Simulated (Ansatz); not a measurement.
# ClGaH2···NH2 (doublet): what the fields show

```yaml
atoms:
  - { symbol: Ga, position_ang: [0.0030, -0.0077, -0.0597] }
  - { symbol: Cl, position_ang: [-0.1057, 0.0092, 2.1521] }
  - { symbol: H, position_ang: [1.4472, 0.0133, -0.6200] }
  - { symbol: H, position_ang: [-1.3759, -0.0399, -0.7647] }
  - { symbol: N, position_ang: [-0.3297, 0.2543, 5.0687] }
  - { symbol: H, position_ang: [-0.2816, -0.7626, 4.8992] }
  - { symbol: H, position_ang: [0.6426, 0.5334, 4.8643] }
```

Not at a stationary point (largest force 0.9 eV/Å).

Computed with Ansatz, UKS r2SCANh-D4/def2-SVP.

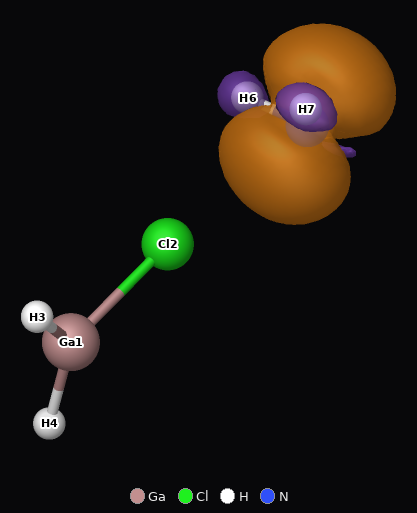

Figure 1. Isosurfaces of the spin density at +0.015 (orange) and −0.015 e/Å³ (purple), seen at an oblique angle.

Question: Which atoms carry the spin?

Answer: The unpaired spin (1 electron) lies mostly on N5 (about 0.9), in electrons by Hirshfeld's partition.

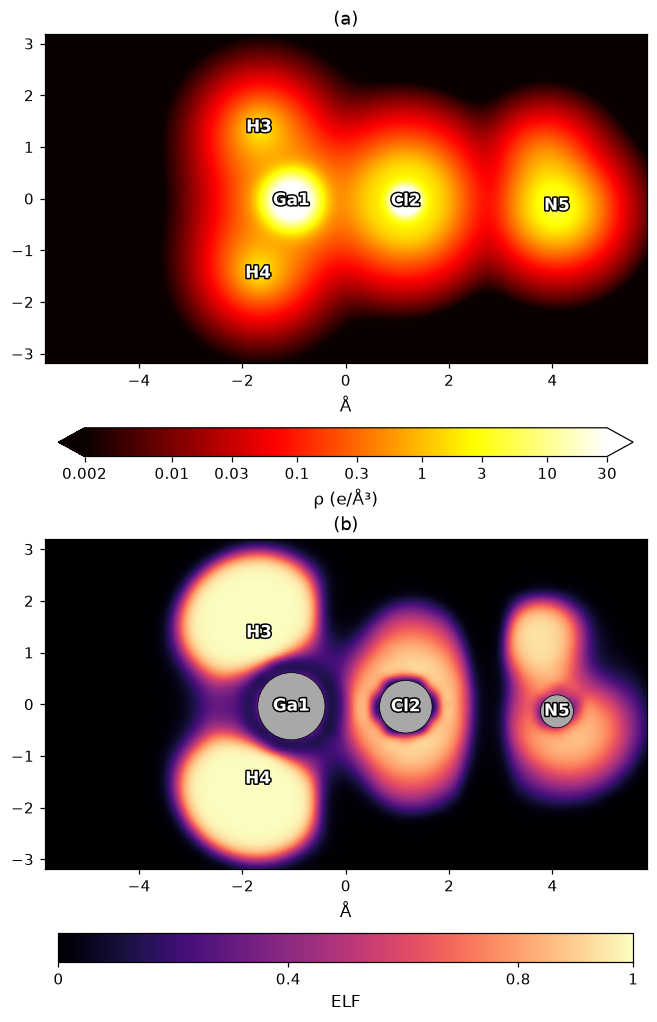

Figure 2. (a) electron density; (b) electron localisation function on the plane of atoms Cl2, Ga1 and H3. Grey discs cover the atomic cores in the ELF map.

Question: Read the bonding off the picture.

Answer:
- Atoms in the plane: Ga, Cl, H and N.
- N5···Cl2 (2.94 Å): the density falls to about 0.09 e/Å³ on the way; the ELF dips to about 0.05 between them.
- Ga–Cl (2.21 Å): ρ is about 0.6 e/Å³ halfway; the ELF peaks at about 0.85 in the valence shell of Cl, 0.9 Å from its nucleus, and is about 0.50 at the midpoint.
- Ga–H (1.55 Å): the density is about 1 e/Å³ at the midpoint; the ELF climbs to about 1 towards the hydrogen.
- The ELF also peaks beside Cl2 and N5, away from the bonds: non-bonding electrons, paired or unpaired.

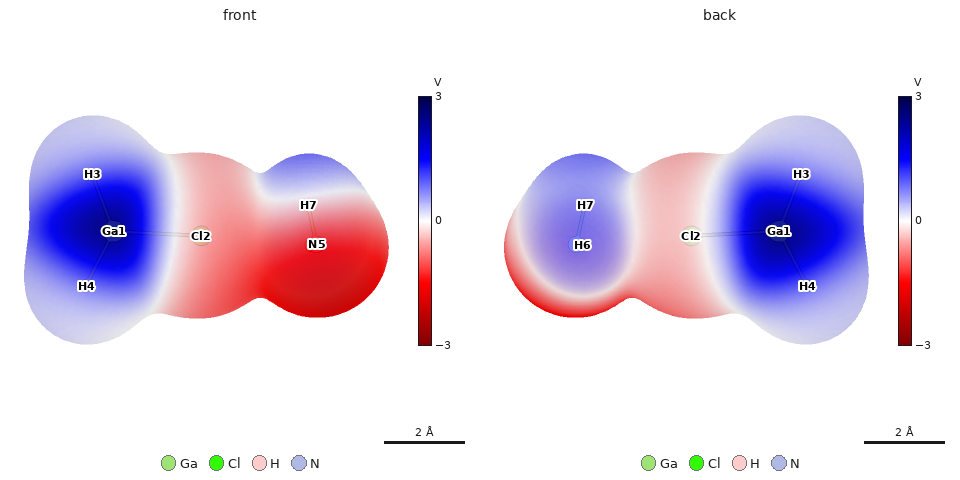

Figure 3. The molecular electrostatic potential painted on the density surface at 0.001 e/bohr³, seen from the front and from behind; the colour scale runs from red (negative) to blue (positive).

Question: Describe the electrostatic potential map.

Answer: The most negative region (about −2.0 V, or −46 kcal/mol for a unit charge) lies over N5, the most positive (about +2.4 V, or +55 kcal/mol for a unit charge) over Ga1. N5 is the likeliest acceptor of a hydrogen bond.
